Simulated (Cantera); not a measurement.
A closed system holds: 1 mol PbO, 7.8 mol H2, 1.4 mol N2, 0.021 mol O2, at 0.160 bar.

Method: chemical equilibrium by Gibbs-energy minimisation in Cantera with the NASA 1993 tables (ideal gas, pure condensed phases). Candidate condensed phases: H2O, Pb, PbO, PbO2, Pb3O4; 27 gas species. Rates play no part.

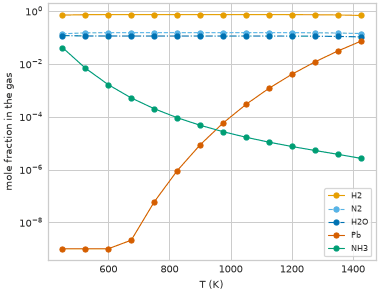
Fig. 1. Equilibrium gas composition (values under 1e-9 drawn at 1e-9)

**Question.** Read off the mole fractions at 1200 K.

**Answer.** H2 about 0.73, N2 about 0.15, H2O about 0.11, Pb about 0.0040, NH3 about 7.5e-6.
